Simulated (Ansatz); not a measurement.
**Be3TlN: relaxing a made-up structure**

This structure for Be3TlN is made up. Its elements were placed in a known structure type with a cell scaled to their sizes. What cell does the guess relax to, and how far off was it?

Calculated with Ansatz 0.2.0; DFT, PBE, plane-wave PAW, files of the set soft_1, scalar-relativistic, no spin, cell and ions relaxed at zero pressure; PAW set soft_1, in the first sound run; inputs show where later runs differ.

**1. The structure**

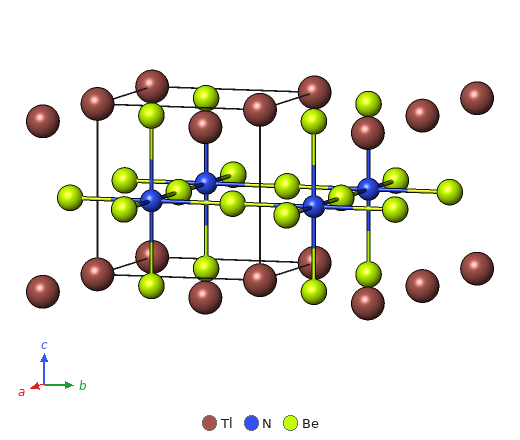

The starting structure, seen slightly off an axis (thallium brown, nitrogen blue, beryllium green). 2×2×1 cells are drawn. Some periodic images of atoms are drawn too.

As a file:

```
Tl N Be
1.0
     3.92000    0.00000    0.00000
     0.00000    3.92000    0.00000
     0.00000    0.00000    3.92000
Tl N Be
1 1 3
Direct
  0.00000 0.00000 0.00000
  0.50000 0.50000 0.50000
  0.50000 0.00000 0.50000
  0.50000 0.50000 0.00000
  0.00000 0.50000 0.50000
```

**2. Relaxing cell and atoms**

The guessed cell has no reason to be at equilibrium. It is relaxed with the atoms, within the space group of the guess.

File input.yaml:

```yaml
crystal:
  lattice:
    - [3.92, 0.0, 0.0]
    - [0.0, 3.92, 0.0]
    - [0.0, 0.0, 3.92]
  atoms:
    - { symbol: Tl, position: [0.0, 0.0, 0.0] }
    - { symbol: "N", position: [0.5, 0.5, 0.5] }
    - { symbol: Be, position: [0.5, 0.0, 0.5] }
    - { symbol: Be, position: [0.5, 0.5, 0.0] }
    - { symbol: Be, position: [0.0, 0.5, 0.5] }
kpoints:
  mp_grid: { grid: [7, 7, 7] }
scf:
  occupations: { method: fermi_dirac, width: 0.05 }
hamiltonian:
  xc: pbe
  pseudopotentials: { kind: paw, azcp: { folder: soft_1 } }
relax:
  f_tol: 0.015
  max_steps: 70
  cell: {}
output:
  forces: true
  stress: true
```

Command:

```
$ ansatz run input.yaml --threads 4 --pin off --max-ram 8192MiB --backend cpu --events-out ev --progress --plain --runs-dir out
```

Numbers of over 12 decimals in the logs are rounded to 6 here.

What it wrote:

```text
Engine: ansatz 0.2.0, aarch64-unknown-linux-gnu
Pseudopotentials: kind: paw
Pseudopotential: Tl, paw, valence charge 13, recommended cutoff 420 eV (normal), soft_1/Tl.paw.azcp
Pseudopotential: N, paw, valence charge 5, recommended cutoff 420 eV (normal), soft_1/N.paw.azcp
Pseudopotential: Be, paw, valence charge 2, recommended cutoff 420 eV (normal), soft_1/Be.paw.azcp
Functional definition: PBE
  parameter kappa = 0.804
  parameter beta = 0.066725
  exchange = pbe_x(kappa = kappa, mu = beta*pi^2/3)
  correlation = pbe_c(beta = beta)
Crystal: 5 atoms, lattice volume = 60.236 Å³
Basis set: ecut = 420 eV, 1189 PW (Γ), exchange–correlation on 54×54×54 points (8 copies of the dense FFT grid, shifted against one another)
Bands: 17, of which v1, the nominal top of the filled ones, is band 12 counted from 1 (11 counted from 0)
Symmetry: 48 space group operations
Space group: Pm-3m (ITA 221), of the structure as read, at distance tolerance 3.9e-5 Å
k-points: 20 of 343
Non-local potential: Tl, projectors of the file, l = 0: 2, l = 1: 2, l = 2: 2, l = 3: 1
Non-local potential: N, projectors of the file, l = 0: 2, l = 1: 2, l = 2: 1
Non-local potential: Be, projectors of the file, l = 0: 2, l = 1: 2, l = 2: 1
PAW form: soft (Blöchl's): semilocal exchange-correlation on the pseudo side does not see the compensation charge
PAW one-centre angular grid: Tl, 590 points (default); XC on 64 Gauss nodes
PAW one-centre angular grid: N, 110 points (default); XC on 64 Gauss nodes
PAW one-centre angular grid: Be, 110 points (default); XC on 64 Gauss nodes
Initial density: superposition of atomic densities (chi_scale 0.1, normalization cell, long waves kept (reshape's long-wave potential 0.02 eV rms))
Initial wavefunctions: pseudopotential atomic-orbital guess
Functional: x = pbe(κ = 0.804, μ = 0.219515), c = pbe(β = 0.066725)
SCF iter   1: F=—  HF=-12106.647500 eV  |F-HF|=—  |Δ(HF+E_count)|=         —  Δρ=2.24e-2  dr2=2.40e-1  ethr=3.10e-3  ⟨swp⟩=6.1  Hψ=1816  notcnv=0
preconditioner: auto → Kerker (q_TF=auto, 2.340 Å⁻¹)  [metal: Δε(μ)=0.035 eV  Ē_g=11.945 eV  σ=0.050 eV  W_gap=0.17  n_scr=18 (ndim 8)  ℏωp=23.4 eV  f_vac=0.000  D(μ)=2.31/eV (n_scr^D=18)]
SCF iter   2: F=—  HF=-12106.648563 eV  |F-HF|=—  |Δ(HF+E_count)|=   1.06e-3  Δρ=1.42e-2  dr2=1.06e-1  ethr=9.99e-4  ⟨swp⟩=1.1  Hψ=502  notcnv=0
SCF iter   3: F=—  HF=-12106.644048 eV  |F-HF|=—  |Δ(HF+E_count)|=   4.51e-3  Δρ=1.89e-3  dr2=4.06e-3  ethr=4.42e-4  ⟨swp⟩=2.3  Hψ=469  notcnv=0  defer=1
SCF iter   4: F=—  HF=-12106.642924 eV  |F-HF|=—  |Δ(HF+E_count)|=   1.12e-3  Δρ=6.52e-4  dr2=1.85e-4  ethr=1.69e-5  ⟨swp⟩=2.1  Hψ=455  notcnv=0  defer=1
SCF iter   5: F=—  HF=-12106.642859 eV  |F-HF|=—  |Δ(HF+E_count)|=   6.50e-5  Δρ=2.98e-4  dr2=9.40e-5  ethr=7.70e-7  ⟨swp⟩=2.0  Hψ=584  notcnv=0  defer=1
SCF iter   6: F=—  HF=-12106.642407 eV  |F-HF|=—  |Δ(HF+E_count)|=   4.52e-4  Δρ=9.24e-5  dr2=5.18e-6  ethr=3.92e-7  ⟨swp⟩=2.0  Hψ=442  notcnv=0  defer=1
SCF iter   7: F=—  HF=-12106.642406 eV  |F-HF|=—  |Δ(HF+E_count)|=   1.23e-6  Δρ=1.65e-5  dr2=1.54e-7  ethr=2.16e-8  ⟨swp⟩=2.7  Hψ=549  notcnv=0  defer=1
SCF iter   8: F=-12106.642406 eV  HF=-12106.642406 eV  |F-HF|=2.22e-10  |Δ(HF+E_count)|=   1.49e-8  Δρ=3.21e-6  dr2=4.73e-9  ethr=4.17e-10  ⟨swp⟩=4.0  Hψ=988  notcnv=0
SCF 1 converged in 8 iterations: F = -12106.642406 eV  dr2 = 4.73e-9
  greatest PAW one-centre occupation: 0.957 electrons in one spin orbital (limit 2), on the Tl atom at site 0 (counted from 0), in its partial waves of l = 2
relax step   1: F+E_penalty+E_count = -12106.64240615 eV  Δ(F+E_penalty+E_count) = +0.000e0 eV  max|allowed force component| = 1.344e-30 eV/Å  Δτ_max = 0.0000 Å  P = -10.454 GPa  Ω = 60.236 Å³  (8 SCF iters, dr2 threshold 1.00e-7 eV, accepted)
Crystal: 5 atoms, lattice volume = 53.964 Å³
Basis set: ecut = 420 eV, 1021 PW (Γ), exchange–correlation on 54×54×54 points (8 copies of the dense FFT grid, shifted against one another)
Initial density: handed on by an earlier stage of this run
Initial wavefunctions: those handed on with the density
iter 1 solved again at ethr=4.22e-4 eV; its pass at ethr=3.10e-3 eV (dr2=1.01e-1 eV) is discarded
SCF iter   1: F=—  HF=-12106.899521 eV  |F-HF|=—  |Δ(HF+E_count)|=         —  Δρ=1.04e-2  dr2=1.02e-1  ethr=4.22e-4  ⟨swp⟩=1.0  Hψ=2172  notcnv=0
preconditioner: auto → Kerker (q_TF=auto, 2.384 Å⁻¹)  [metal: Δε(μ)=0.034 eV  Ē_g=12.372 eV  σ=0.050 eV  W_gap=0.17  n_scr=18 (ndim 8)  ℏωp=24.8 eV  f_vac=0.000  D(μ)=1.81/eV (n_scr^D=18)]
SCF iter   2: F=—  HF=-12106.875990 eV  |F-HF|=—  |Δ(HF+E_count)|=   2.35e-2  Δρ=3.53e-3  dr2=1.31e-2  ethr=4.22e-4  ⟨swp⟩=2.0  Hψ=517  notcnv=0
SCF iter   3: F=—  HF=-12106.871804 eV  |F-HF|=—  |Δ(HF+E_count)|=   4.19e-3  Δρ=1.76e-3  dr2=4.02e-3  ethr=5.46e-5  ⟨swp⟩=1.8  Hψ=471  notcnv=0
SCF iter   4: F=—  HF=-12106.870101 eV  |F-HF|=—  |Δ(HF+E_count)|=   1.70e-3  Δρ=4.09e-4  dr2=1.34e-4  ethr=1.67e-5  ⟨swp⟩=2.4  Hψ=448  notcnv=0
SCF iter   5: F=—  HF=-12106.869697 eV  |F-HF|=—  |Δ(HF+E_count)|=   4.04e-4  Δρ=1.19e-4  dr2=6.74e-6  ethr=5.59e-7  ⟨swp⟩=2.1  Hψ=463  notcnv=0
SCF iter   6: F=-12106.869697 eV  HF=-12106.869697 eV  |F-HF|=1.64e-10  |Δ(HF+E_count)|=   6.88e-7  Δρ=2.01e-5  dr2=1.43e-7  ethr=2.08e-9  ⟨swp⟩=2.6  Hψ=1282  notcnv=0
SCF 2 converged in 6 iterations: F = -12106.869697 eV  dr2 = 1.43e-7
relax step   2: F+E_penalty+E_count = -12106.86969664 eV  Δ(F+E_penalty+E_count) = -2.273e-1 eV  max|allowed force component| = 5.364e-30 eV/Å  Δτ_max = 0.0000 Å  P = +0.043 GPa  Ω = 53.964 Å³  energy of the carried Pulay correction = +4.157e-3 eV  (6 SCF iters, dr2 threshold 5.00e-7 eV, accepted)
Initial wavefunctions: pseudopotential atomic-orbital guess (no wavefunctions were taken with the density)
iter 1 solved again at ethr=1.17e-8 eV; its pass at ethr=3.10e-3 eV (dr2=2.81e-6 eV) is discarded
SCF iter   1: F=—  HF=-12106.867601 eV  |F-HF|=—  |Δ(HF+E_count)|=         —  Δρ=1.93e-4  dr2=2.47e-6  ethr=1.17e-8  ⟨swp⟩=3.0  Hψ=2858  notcnv=0
preconditioner: auto → Kerker (q_TF=auto, 2.384 Å⁻¹)  [metal: Δε(μ)=0.081 eV  Ē_g=12.474 eV  σ=0.050 eV  W_gap=0.35  n_scr=18 (ndim 8)  ℏωp=24.8 eV  f_vac=0.000  D(μ)=1.90/eV (n_scr^D=18)]
SCF iter   2: F=—  HF=-12106.867260 eV  |F-HF|=—  |Δ(HF+E_count)|=   3.42e-4  Δρ=1.01e-4  dr2=7.30e-7  ethr=1.03e-8  ⟨swp⟩=2.0  Hψ=580  notcnv=0
SCF iter   3: F=—  HF=-12106.867262 eV  |F-HF|=—  |Δ(HF+E_count)|=   2.69e-6  Δρ=1.94e-5  dr2=4.35e-8  ethr=3.04e-9  ⟨swp⟩=2.0  Hψ=571  notcnv=0
SCF iter   4: F=—  HF=-12106.867262 eV  |F-HF|=—  |Δ(HF+E_count)|=   7.47e-8  Δρ=2.43e-6  dr2=3.24e-9  ethr=1.81e-10  ⟨swp⟩=2.0  Hψ=577  notcnv=0
SCF iter   5: F=—  HF=-12106.867262 eV  |F-HF|=—  |Δ(HF+E_count)|=  2.06e-10  Δρ=9.70e-7  dr2=4.48e-10  ethr=1.35e-11  ⟨swp⟩=2.1  Hψ=455  notcnv=0
SCF iter   6: F=-12106.867262 eV  HF=-12106.867262 eV  |F-HF|=1.82e-12  |Δ(HF+E_count)|=  1.09e-10  Δρ=1.97e-7  dr2=1.35e-11  ethr=1.00e-12  ⟨swp⟩=2.2  Hψ=1248  notcnv=0
SCF 3 converged in 6 iterations: F = -12106.867262 eV  dr2 = 1.35e-11
relax step   3: F+E_penalty+E_count = -12106.86726238 eV  Δ(F+E_penalty+E_count) = +2.434e-3 eV  max|allowed force component| = 5.312e-30 eV/Å  Δτ_max = 0.0000 Å  P = -0.041 GPa  Ω = 53.964 Å³  stress off target by 4.08e-2 GPa  SCF on the basis re-selected at this cell (its energy is not comparable with the rows above)  (6 SCF iters)
basis re-selected at this cell: Δ(F+E_penalty+E_count) = +2.434e-3 eV, ΔP = -0.084 GPa vs the last step (what re-selecting the basis moved, of the pressure what is left beyond the Pulay correction that the steps carried, after the strain that the cell walked since its last selection, with what the two solves' SCF thresholds leave and, on support functions, any second-order correction that the steps lacked; it is no m [...]
SCF converged after 6 iterations
Free energy (F): -12106.867262 eV
Harris-Foulkes:  -12106.867262 eV  (|F-HF|=1.82e-12)
Internal energy: -12106.852815 eV  (E = F + TS)
E sigma→0 (E₀):  -12106.860039 eV
Entropy (-TS):   -0.014447 eV (-2.889 meV/atom)
Fermi energy:    11.599701 eV
--- Per-component energies (eV) ---
  E_band       = 61.472352
  E_kinetic    = 455.963576
  E_local      = -977.122602  (includes V_loc(G=0)·N_el)
  E_nonlocal   = 357.907081
  E_hartree    = 374.309247
  E_xc         = -306.141879
  E_vxc        = -260.816822  (∫ρ·V_xc dr)
  E_paw        = -10488.807982  (= ΣΔE_a)
  E_vpaw       = -263.078207  (= ΣTr[D̂ρ^β])
  E_aug_tail   = 0.000800  (compensation charges beyond the density's cutoff)
  E_ewald      = -1522.961057
  E_smearing   = -0.014447  (= −TS)
  E_closure    = 0.000000  (closes the sum)
  Σ components = -12106.867262   (vs F -12106.867262, Δ=0.00e0)
--- Forces (eV/Å), atoms counted from 1 ---
  atom   1  Tl    -0.00000000     0.00000000     0.00000000
  atom   2  N      0.00000000     0.00000000    -0.00000000
  atom   3  Be     0.00000000    -0.00000000     0.00000000
  atom   4  Be     0.00000000     0.00000000     0.00000000
  atom   5  Be    -0.00000000     0.00000000     0.00000000
  max |Σ_I F_I| component: 5.65e-30 eV/Å
--- Stress (GPa, compression-positive) ---
       -0.040827       0.000000      -0.000000
        0.000000      -0.040827       0.000000
       -0.000000       0.000000      -0.040827
  P = ⅓ Tr σ = -0.0408 GPa (-0.408 kbar)
--- Relaxed structure (2 steps of the walk, 2 accepted, 1 SCFs on fresh bases) ---
  F+E_penalty+E_count = -12106.86726238 eV   max|allowed force component| = 5.312e-30 eV/Å   (the final SCF, on the basis selected at the relaxed cell)
  cell:  # Å, volume = 53.9637 Å³
    - [3.778915, 0, 0.0]
    - [0, 3.778915, 0]
    - [0.0, 0, 3.778915]
  atoms:
    - { symbol: Tl, position: [0, 0, 0] }
    - { symbol: N, position: [0.500000, 0.500000, 0.500000] }
    - { symbol: Be, position: [0.500000, 0, 0.500000] }
    - { symbol: Be, position: [0.500000, 0.500000, 0] }
    - { symbol: Be, position: [0, 0.500000, 0.500000] }
```

It took 1.9 s on 4 threads of Arm Neoverse V1, shared host; peak memory 0.34 GiB; 4.9 s of CPU time.

Step by step:

| step | energy less that of the first step (eV) | largest force component (eV/Å) | pressure (GPa) | volume (Å³) |
| --- | --- | --- | --- | --- |
| 1 | 0.0000 | 0.0000 | -10.45 | 60.24 |
| 2 | -0.2273 | 0.0000 | 0.04 | 53.96 |
| 3* | -0.2249 | 0.0000 | -0.04 | 53.96 |

Relaxation steps marked * repeat the geometry before them on a plane-wave basis chosen anew for their cell, so energy and pressure can jump there.

The run keeps the 48 symmetry operations that it works with, so distortions that break them were not tested.

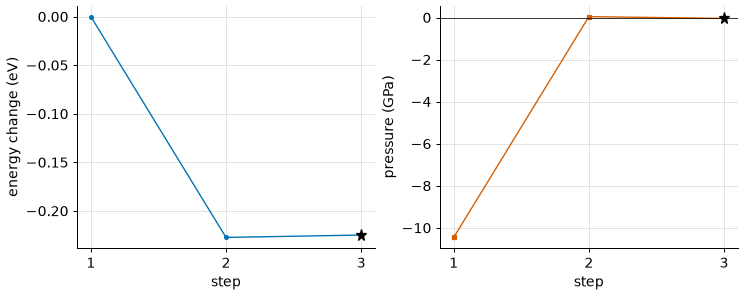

Energy and pressure along the relaxation. Stars mark steps on a basis chosen anew.

| conventional cell, symmetrised | before | after | change |
| --- | --- | --- | --- |
| a (Å) | 3.920 | 3.779 | -3.6 % |
| b (Å) | 3.920 | 3.779 | -3.6 % |
| c (Å) | 3.920 | 3.779 | -3.6 % |
| volume (Å³/atom) | 12.05 | 10.79 | -10.4 % |

The relaxed structure:

```xyz
5
Lattice="3.7789 0.0000 0.0000 0.0000 3.7789 0.0000 0.0000 0.0000 3.7789" Properties=species:S:1:pos:R:3 pbc="T T T"
Tl    0.0000    0.0000    0.0000
N     1.8895    1.8895    1.8895
Be    1.8895    0.0000    1.8895
Be    1.8895    1.8895    0.0000
Be    0.0000    1.8895    1.8895
```

Numbers from this step:

```
free energy             : -12106.8673 eV
energy at zero smearing : -12106.8600 eV
smearing term TS        : 0.01445 eV
Fermi energy            : 11.60 eV
electrons               : 24
symmetry operations     : 48
pressure                : -0.04083 GPa
```

Shortest distances by pair of elements, guess and relaxed (not always the same contact):

| pair | guess (Å) | relaxed (Å) |
| --- | --- | --- |
| Be–N | 1.960 | 1.889 |
| Be–Tl | 2.772 | 2.672 |
| Be–Be | 2.772 | 2.672 |
| N–Tl | 3.395 | 3.273 |
| Tl–Tl | 3.920 | 3.779 |

The relaxation ends with a pressure of -0.04 GPa.

[end of part 1 of 2]

[Logs are printed without paths, hosts, clocks, repeated set-up lines and the standing remarks that a program may print on its own settings, such as how far it seeks lower states.]

[Hosts, paths, dates, database ids (printed as entryN), source tags and the programs' standing remarks are cut or masked in the printed files.]
